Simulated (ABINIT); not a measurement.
# Quasiparticle gap of Al2O3 (Corundum) in ABINIT

Wanted: ground state, empty states, screening and self-energy for Al2O3 (Corundum).

Method: PBE and many-body steps on it, plane waves, in ABINIT 10.8.3.

**What was measured.**

- Gap 8.7 eV: optical band gap of host from absorption; optical absorption, quoted from earlier work; bulk crystal (high-purity reference sample) (quoted in “Multi-petahertz electron interference in Cr:Al2O3 solid-state material”, 2018, pmc:5906618).

### 1. The structure

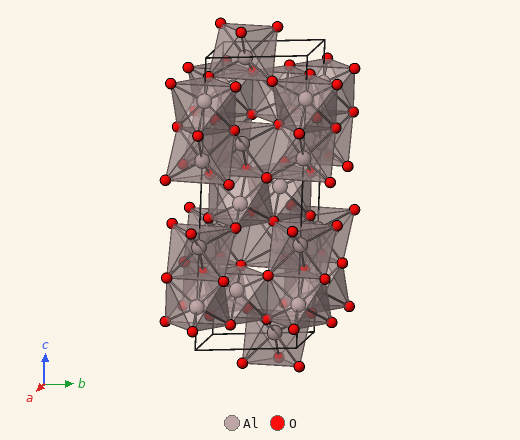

The starting structure, seen slightly off an axis (aluminium light grey, oxygen red). This picture shows the conventional cell, with its axes. Some periodic images of atoms are drawn too.

As a file:

```cif
data_structure
_symmetry_space_group_name_H-M 'P 1'
_symmetry_Int_Tables_number 1
_cell_length_a 5.1302
_cell_length_b 5.1302
_cell_length_c 5.1302
_cell_angle_alpha 55.287
_cell_angle_beta 55.287
_cell_angle_gamma 55.287
_cell_volume 85.02
loop_
_atom_site_label
_atom_site_type_symbol
_atom_site_fract_x
_atom_site_fract_y
_atom_site_fract_z
_atom_site_occupancy
Al1 Al 0.35216 0.35216 0.35216 1
Al2 Al 0.14784 0.14784 0.14784 1
Al3 Al 0.64784 0.64784 0.64784 1
Al4 Al 0.85216 0.85216 0.85216 1
O5 O 0.55668 0.94332 0.25000 1
O6 O 0.25000 0.55668 0.94332 1
O7 O 0.94332 0.25000 0.55668 1
O8 O 0.44332 0.05668 0.75000 1
O9 O 0.75000 0.44332 0.05668 1
O10 O 0.05668 0.75000 0.44332 1
```

The cell and positions come from the Crystallography Open Database and are kept as given unless a step says otherwise.

### 2. Ground state

This step: ABINIT 10.8.3; DFT, PBE, plane waves, norm-conserving pseudopotentials.

The ground-state density comes first.

Contents of run.abi:

```
acell 3*1.0 Angstrom
rprim 
  2.380249999995 1.374237978213 4.331866666707
  -2.380249999995 1.374237978213 4.331866666707
  -0.000000000000 -2.748475956495 4.331866666685
ntypat 2
znucl 13 8
natom 10
typat 1 1 1 1 2 2 2 2 2 2
xred 
  0.352160000000 0.352160000000 0.352160000000
  0.147840000000 0.147840000000 0.147840000000
  0.647840000000 0.647840000000 0.647840000000
  0.852160000000 0.852160000000 0.852160000000
  0.556680000000 0.943320000000 0.250000000000
  0.250000000000 0.556680000000 0.943320000000
  0.943320000000 0.250000000000 0.556680000000
  0.443320000000 0.056680000000 0.750000000000
  0.750000000000 0.443320000000 0.056680000000
  0.056680000000 0.750000000000 0.443320000000
pp_dirpath "pseudos"
pseudos "Al.upf, O.upf"
ecut 36
ngkpt 6 6 6
nshiftk 1
shiftk 0 0 0
kptopt 1
chksymbreak 0
nband 33
occopt 1
tolvrs 1e-10
nstep 60
prtwf 0
optforces 0
optstress 0
indata_prefix "in"
outdata_prefix "out"
tmpdata_prefix "tmp"
```

Run with:

```sh
$ OMP_NUM_THREADS=1 mpirun -n 4 abinit run.abi > log
```

Numbers of over 12 decimals in the logs are rounded to 6 here.

What it wrote:

```text
.Version 10.8.3 of ABINIT. v10.8.2 released Aug 2026.

 Symmetries : space group R-3 c (#167); Bravais hR (rhombohedral)
================================================================================
 Values of the parameters that define the memory need of the present run
     intxc =       0    ionmov =       0      iscf =       7    lmnmax =       6
     lnmax =       6     mgfft =      54  mpssoang =       3    mqgrid =    3001
     natom =      10  nloc_mem =       1    nspden =       1   nspinor =       1
    nsppol =       1      nsym =      12    n1xccc =    2501    ntypat =       2
    occopt =       1   xclevel =       2
-    mband =          33        mffmem =           1         mkmem =           8
       mpw =        5939          nfft =      157464          nkpt =          32
================================================================================
  Rough estimation (10% accuracy) of disk space for files :
================================================================================

--------------------------------------------------------------------------------
------------- Echo of variables that govern the present computation ------------
--------------------------------------------------------------------------------
 -outvars: echo values of preprocessed input variables --------
            acell      1.8897261259E+00  1.8897261259E+00  1.8897261259E+00 Bohr

      chksymbreak           0
             ecut      3.60000000E+01 Hartree
-          fftalg         312

              ixc     -101130
              kpt      0.00000000E+00  0.00000000E+00  0.00000000E+00
                       1.66666667E-01  0.00000000E+00  0.00000000E+00
                       3.33333333E-01  0.00000000E+00  0.00000000E+00
                       5.00000000E-01  0.00000000E+00  0.00000000E+00
                       1.66666667E-01  1.66666667E-01  0.00000000E+00
                       3.33333333E-01  1.66666667E-01  0.00000000E+00
                       5.00000000E-01  1.66666667E-01  0.00000000E+00
                      -3.33333333E-01  1.66666667E-01  0.00000000E+00
                      -1.66666667E-01  1.66666667E-01  0.00000000E+00
   [... 21 further rows ...]
                      -3.33333333E-01  5.00000000E-01  3.33333333E-01
                       5.00000000E-01  5.00000000E-01  5.00000000E-01
         kptrlatt        6    0    0      0    6    0      0    0    6
          kptrlen      5.39762473E+01
P           mkmem           8
            natom          10
            nband          33
            ngfft          54      54      54
             nkpt          32
            nstep          60
             nsym          12
           ntypat           2
              occ      2.000000  2.000000  2.000000  2.000000  2.000000  2.000000
                       2.000000  2.000000  2.000000  2.000000  2.000000  2.000000
                       2.000000  2.000000  2.000000  2.000000  2.000000  2.000000
                       2.000000  2.000000  2.000000  2.000000  2.000000  2.000000
                       0.000000  0.000000  0.000000  0.000000  0.000000  0.000000
[...]
optforces           0
        optstress           0
            prtwf           0
            rprim      2.3802500000E+00  1.3742379782E+00  4.3318666667E+00
[...]
spgroup         167

           tolvrs      1.00000000E-10

             xred      3.5216000000E-01  3.5216000000E-01  3.5216000000E-01
[...]
znucl       13.00000    8.00000

================================================================================

 chkinp: Checking input parameters for consistency.

================================================================================
== DATASET  1 ==================================================================
-   mpi_nproc: 4, omp_nthreads: 1 (-1 if OMP is not activated)

--- !DatasetInfo
iteration_state: {dtset: 1, }
dimensions: {natom: 10, nkpt: 32, mband: 33, nsppol: 1, nspinor: 1, nspden: 1, mpw: 5939, }
cutoff_energies: {ecut:  36.0, pawecutdg:  -1.0, }
electrons: {nelect:   4.80000000E+01, charge:   0.00000000E+00, occopt:   1.00000000E+00, tsmear:   1.00000000E-02, }

 Real(R)+Recip(G) space primitive vectors, cartesian coordinates (Bohr,Bohr^-1):
 R(1)=  4.4980206  2.5969334  8.1860416  G(1)=  0.1111600  0.0641783  0.0407197
 R(2)= -4.4980206  2.5969334  8.1860416  G(2)= -0.1111600  0.0641783  0.0407197
 R(3)=  0.0000000 -5.1938668  8.1860416  G(3)=  0.0000000 -0.1283565  0.0407197
 Unit cell volume ucvol=  5.7372986E+02 bohr^3
 Angles (23,13,12)=  5.52866708E+01  5.52866708E+01  5.52866708E+01 degrees

 getcut: wavevector=  0.0000  0.0000  0.0000  ngfft=  54  54  54
         ecut(hartree)=     36.000   => boxcut(ratio)=   2.06269

--- Pseudopotential description ------------------------------------------------
- Al Generated using ONCVPSP code by D. R. Hamann
- 13.00000   3.00000  171031                  znucl, zion, pspdat
12 -101130 2 -1 1876                          pspcod,pspxc,lmax,lloc,mmax
     nproj     2     2     2
  pspatm : epsatm=    4.08140545
         --- l  ekb(1:nproj) -->
[...]
pspatm: atomic psp has been read  and splines computed

- O Generated using ONCVPSP code by D. R. Hamann
-  8.00000   6.00000  171031                  znucl, zion, pspdat
12 -101130 2 -1 936                           pspcod,pspxc,lmax,lloc,mmax
     nproj     2     2     1
  pspatm : epsatm=    6.19545534
         --- l  ekb(1:nproj) -->
[...]
2   -1.331955
 pspatm: atomic psp has been read  and splines computed

   2.56792098E+03                                ecore*ucvol(ha*bohr**3)
--------------------------------------------------------------------------------

_setup2: Arith. and geom. avg. npw (full set) are    5919.005    5918.995

================================================================================

--- !BeginCycle
iteration_state: {dtset: 1, }
solver: {iscf: 7, nstep: 60, nline: 4, wfoptalg: 0, }
tolerances: {tolvrs: 1.00E-10, }

     iter   Etot(hartree)      deltaE(h)  residm     vres2
 ETOT  1  -108.56861779561    -1.086E+02 9.232E-02 1.524E+03
 ETOT  2  -108.71438328984    -1.458E-01 4.345E-02 1.233E+03
 ETOT  3  -109.11643316919    -4.020E-01 1.922E-02 4.671E+00
 ETOT  4  -109.11824809159    -1.815E-03 6.059E-03 1.559E-02
 ETOT  5  -109.11825252940    -4.438E-06 3.205E-03 9.578E-04
 ETOT  6  -109.11825269330    -1.639E-07 2.573E-03 5.364E-06
 ETOT  7  -109.11825269392    -6.176E-10 8.856E-04 4.549E-07
 ETOT  8  -109.11825269401    -8.500E-11 8.923E-04 1.067E-08
 ETOT  9  -109.11825269401    -3.126E-13 3.660E-04 2.557E-10
 ETOT 10  -109.11825269401    -2.785E-12 2.600E-04 1.040E-11

 At SCF step   10       vres2   =  1.04E-11 < tolvrs=  1.00E-10 =>converged.

--- !ResultsGS
iteration_state: {dtset: 1, }
comment   : Summary of ground state results
lattice_vectors:
- [  4.4980206,   2.5969334,   8.1860416, ]
- [ -4.4980206,   2.5969334,   8.1860416, ]
- [ -0.0000000,  -5.1938668,   8.1860416, ]
lattice_lengths: [   9.69472,    9.69472,    9.69472, ]
lattice_angles: [ 55.287,  55.287,  55.287, ] # degrees, (23, 13, 12)
lattice_volume:   5.7372986E+02
convergence: {deltae: -2.785E-12, res2:  1.040E-11, residm:  2.600E-04, diffor:  0.000E+00, }
etotal    :  -1.09118253E+02
entropy   :   0.00000000E+00
fermie    :   1.90422253E-01
cartesian_stress_tensor: null
pressure_GPa: null
xred      :
- [  3.5216E-01,   3.5216E-01,   3.5216E-01, Al]
- [  1.4784E-01,   1.4784E-01,   1.4784E-01, Al]
- [  6.4784E-01,   6.4784E-01,   6.4784E-01, Al]
- [  8.5216E-01,   8.5216E-01,   8.5216E-01, Al]
- [  5.5668E-01,   9.4332E-01,   2.5000E-01,  O]
- [  2.5000E-01,   5.5668E-01,   9.4332E-01,  O]
- [  9.4332E-01,   2.5000E-01,   5.5668E-01,  O]
- [  4.4332E-01,   5.6680E-02,   7.5000E-01,  O]
- [  7.5000E-01,   4.4332E-01,   5.6680E-02,  O]
- [  5.6680E-02,   7.5000E-01,   4.4332E-01,  O]
cartesian_forces: null
force_length_stats: {min: null, max: null, mean: null, }

 Integrated electronic density in atomic spheres:
 ------------------------------------------------
 Atom  Sphere_radius  Integrated_density
[...]
================================================================================

 ----iterations are completed or convergence reached----

 Mean square residual over all n,k,spin=   27.214E-07; max=  26.000E-05
 reduced coordinates (array xred) for   10 atoms
[...]
0.250000000000      0.556680000000      0.943320000000
       0.943320000000      0.250000000000      0.556680000000
       0.443320000000      0.056680000000      0.750000000000
       0.750000000000      0.443320000000      0.056680000000
       0.056680000000      0.750000000000      0.443320000000
 rms dE/dt=  0.0000E+00; max dE/dt=  0.0000E+00; dE/dt below (all hartree)
    1       0.000000000000      0.000000000000      0.000000000000
    2       0.000000000000      0.000000000000      0.000000000000
    3       0.000000000000      0.000000000000      0.000000000000
    4       0.000000000000      0.000000000000      0.000000000000
    5       0.000000000000      0.000000000000      0.000000000000
    6       0.000000000000      0.000000000000      0.000000000000
    7       0.000000000000      0.000000000000      0.000000000000
    8       0.000000000000      0.000000000000      0.000000000000
    9       0.000000000000      0.000000000000      0.000000000000
   10       0.000000000000      0.000000000000      0.000000000000

 cartesian coordinates (angstrom) at end:
[...]
6     -0.729975    -1.484122     7.580767
    7      1.650275     0.109884     7.580767
    8      0.920300    -1.374238     5.414833
    9      0.729975     1.484122     5.414833
   10     -1.650275    -0.109884     5.414833
 length scales=  1.889726125908  1.889726125908  1.889726125908 bohr
              =  1.000000000000  1.000000000000  1.000000000000 angstroms
 prteigrs : about to open file out_EIG
 Fermi (or HOMO) energy (hartree) =   0.19042   Average Vxc (hartree)=  -0.42200
 Eigenvalues (hartree) for nkpt=  32  k points:
 kpt#   1, nband= 33, wtk=  0.00463, kpt=  0.0000  0.0000  0.0000 (reduced coord)
  -0.51404   -0.42818   -0.41791   -0.41791   -0.40624   -0.40624   -0.06247   -0.02571
  -0.01292   -0.01292    0.02849    0.03206    0.03206    0.06905    0.08213    0.13786
   0.13786    0.14281    0.14281    0.17247    0.17247    0.18878    0.18878    0.19042
   0.42070    0.52806    0.58648    0.61540    0.61540    0.62103    0.64669    0.64670
   0.64831
 prteigrs : prtvol=0 or 1, do not print more k-points.

--- !EnergyTerms
iteration_state     : {dtset: 1, }
comment             : Components of total free energy in Hartree
kinetic             :  7.20682127625938E+01
hartree             :  2.66734646915443E+01
xc                  : -3.01908344679662E+01
Ewald energy        : -8.81149730954744E+01
psp_core            :  4.47583638932495E+00
local_psp           : -7.93092830893802E+01
non_local_psp       : -1.47206758846520E+01
total_energy        : -1.09118252694010E+02
total_energy_eV     : -2.96925892054326E+03
band_energy         : -2.03056298659786E+00

== END DATASET(S) ==============================================================
================================================================================

 -outvars: echo values of variables after computation  --------
           etotal     -1.0911825269E+02
            nband          33
             nkpt          32
          spgroup         167
 [... the other variables as echoed above ...]

 Calculation completed.
```

It took 84 s on 4 MPI ranks of Arm Neoverse V1, shared host; peak memory 0.52 GiB.

Numbers from this step:

* total energy: -2969.2589 eV
* gap: 6.266 eV
* k of the valence top: 0, 0, 0
* k of the conduction bottom: 0, 0, 0
* least direct gap: 6.266 eV

The gap is direct, at Γ.

(Part 1 of 3 ends here.)

[Paths, hosts, dates, memory and timing lines, banners, echoed tables and standing remarks are left out of the program output.]

[Logs are printed without paths, hosts, clocks, repeated set-up lines and the standing remarks that a program may print on its own settings, such as how far it seeks lower states.]

[Runs of the session that timed out or met a known fault of the program may be left out.]

[Hosts, paths, dates, database ids (printed as entryN), source tags and the programs' standing remarks are cut or masked in the printed files.]

[G0W0 gaps are taken among the corrected bands and points alone; a level outside them can change the order at an edge.]

[Where Ansatz stands beside ABINIT at settings called matched, ABINIT's density can come from a denser mesh and the files from another edition; pairs whose starting gaps differed by over 0.03 eV were left out, so agreement reads better than it is.]
